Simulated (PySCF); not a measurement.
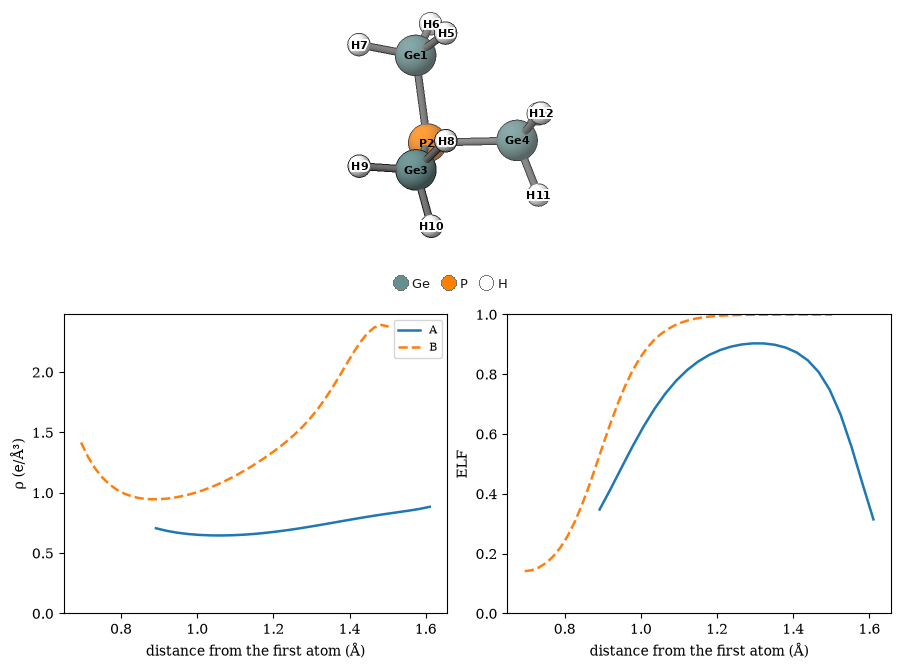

Ge₃H₉P (SMILES [GeH3][P]([GeH3])[GeH3]). Total electron density and ELF along straight lines between neighbouring atoms. The curves leave out the atomic cores. The structure is drawn too.

Geometry: GFN2-xTB.

Computed with B3LYP/def2-SVPD, SCF density, gas phase (PySCF).

```xyz
13

Ge    1.8437   -0.6863   -0.1040
P     0.0702    0.2160   -1.2591
Ge   -0.3146    1.9325    0.2241
Ge   -1.5158   -1.2014   -0.3824
H     1.6516   -0.8989    1.3753
H     2.2024   -2.0258   -0.6832
H     3.0527    0.1936   -0.2536
H    -0.3773    1.5642    1.6839
H     0.7619    2.9726    0.0937
H    -1.6175    2.6061   -0.1008
H    -2.8908   -0.7183   -0.7486
H    -1.5110   -1.3811    1.1135
H    -1.3598   -2.5728   -0.9765
```

### Which curve belongs to which contact (Ge–H and Ge–P)? The first atom named is at distance zero.

Curve A: Ge–P (2.30 Å): ρ is about 0.66 e/Å³ halfway; the ELF peaks at about 0.90 between the atoms; a shared electron pair. Curve B: Ge–H (1.50 Å): the density is about 1.1 e/Å³ at the midpoint; the ELF climbs to about 1 towards the hydrogen.
